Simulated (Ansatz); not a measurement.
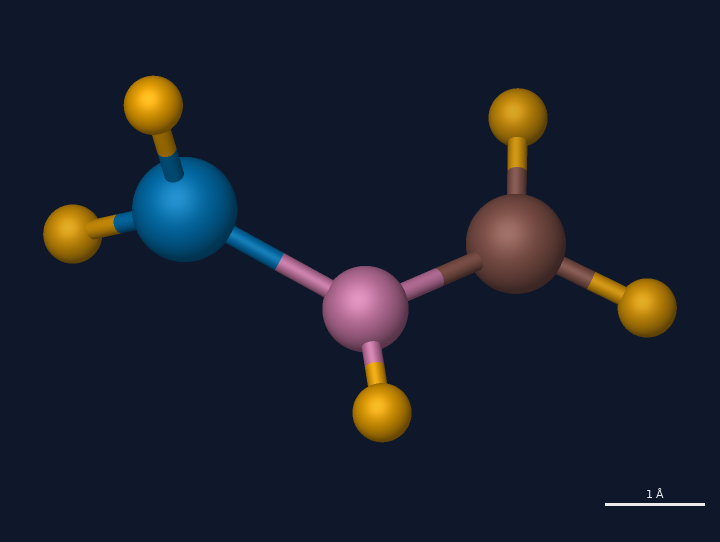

Colours: boron pink, aluminium blue, silicon brown, hydrogen orange.

The species is neutral and a spin doublet.

Give the formula.

AlBH5Si, 8 atoms: 1 aluminium, 1 boron, 5 hydrogen and 1 silicon.

Give the symmetry (Schoenflies symbol).

Cs.

How many sets of symmetry-equivalent atoms are there?

7: 1 B, 1 Al, 1 Si, 1 H, 1 H, 1 H, 2 H.

More results for the same structure follow; atom numbers are the same in all pictures, views and colours differ. The geometry was computed by an optimisation with PBE0-D4/def2-TZVP. No frequency run is at hand to confirm it as a minimum.

### Shape

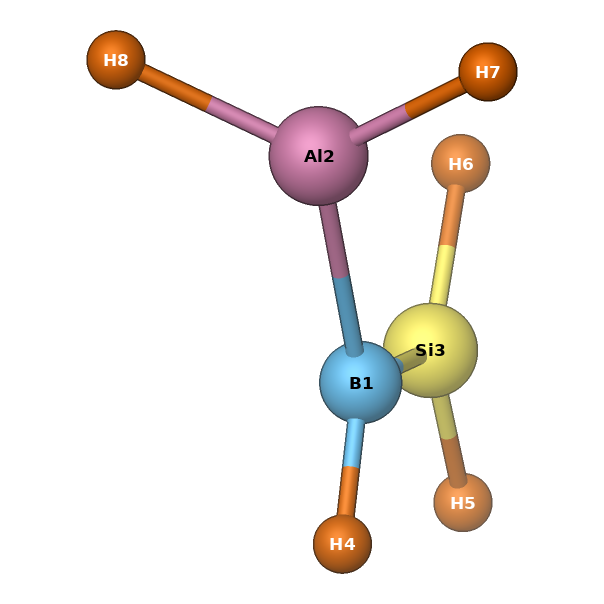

Si3 lies behind B1. The molecule seen a little off the B1–Si3 bond, B1 in front. Depth is shown by fading: the farther an atom, the more it takes the colour of the background. No frequency run is at hand to confirm it as a minimum.

What is the torsion angle Al2–B1–Si3–H5? The sign is positive where the front bond must turn clockwise to cover the back bond.

180°, antiperiplanar (anti).

### Charges

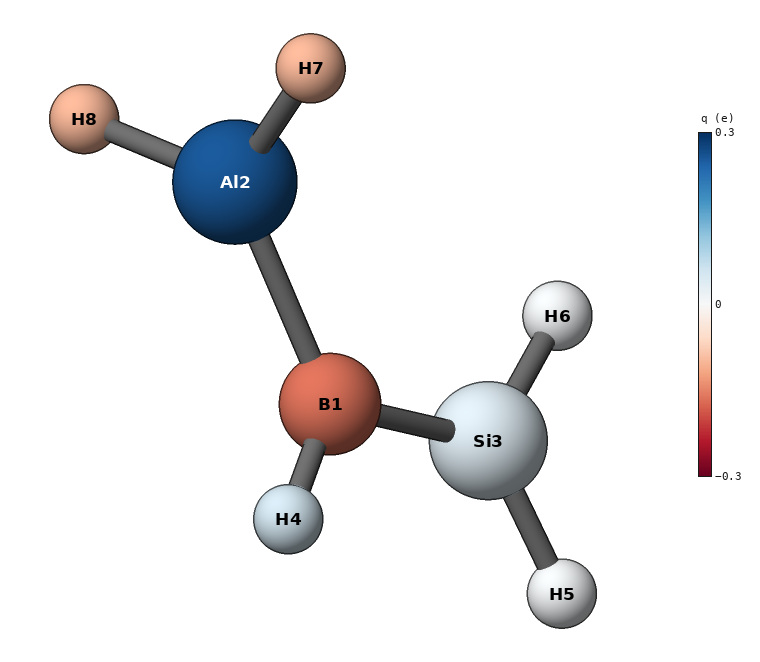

Atoms are coloured by their Mulliken charges. No frequency run is at hand to confirm it as a minimum. Properties computed with UKS PBE0-D4/def2-TZVP (Ansatz 0.2.0).

Give the Mulliken charges atom by atom.

| atom | value (e) |
| --- | --- |
| B1 | −0.16 |
| Al2 | 0.25 |
| Si3 | 0.04 |
| H4 | 0.05 |
| H5 | 0.01 |
| H6 | 0.01 |
| H7 | −0.10 |
| H8 | −0.10 |

### Electronic properties

No frequency run is at hand to confirm it as a minimum. Properties computed with UKS PBE0-D4/def2-TZVPP (Ansatz 0.2.0).

Give the HOMO energy (Kohn–Sham orbital) at this level.

−6.59 eV.

Estimate the dispersion correction.

−12.3 kJ/mol.

Give the ⟨S²⟩ of the determinant at this level.

0.755.

### Dipole moment

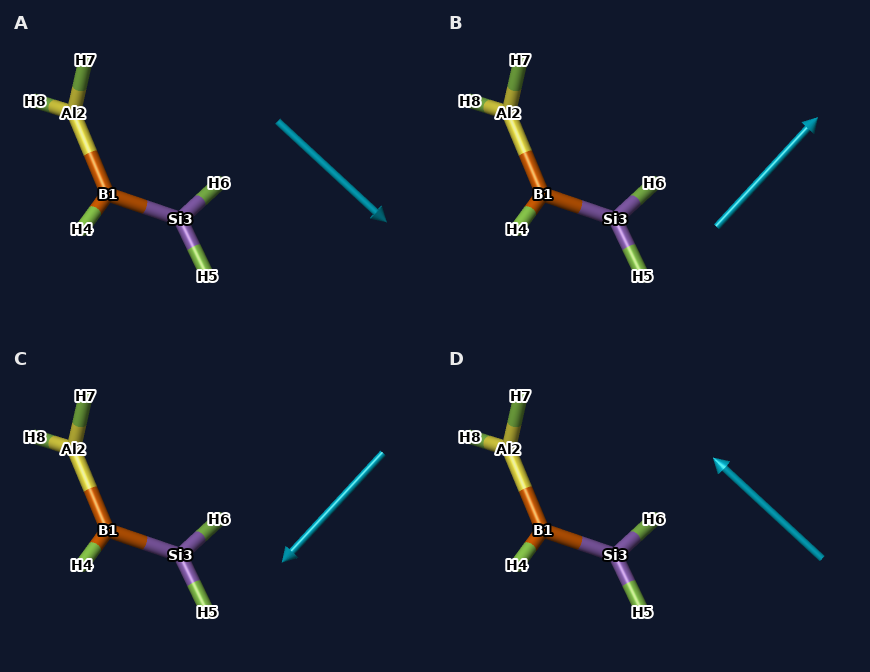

The same molecule four times, each with an arrow. No frequency run is at hand to confirm it as a minimum. Level of theory: UKS PBE0-D4/def2-TZVP (Ansatz 0.2.0).

Which arrow points along the dipole moment, from the negative to the positive end?

A. The dipole moment is 1.51 D; it points from the side of H7, H8 to the side of H5 (the outermost atoms at the two ends).

Mulliken values depend strongly on the basis set and can even reverse the polarity of a bond.
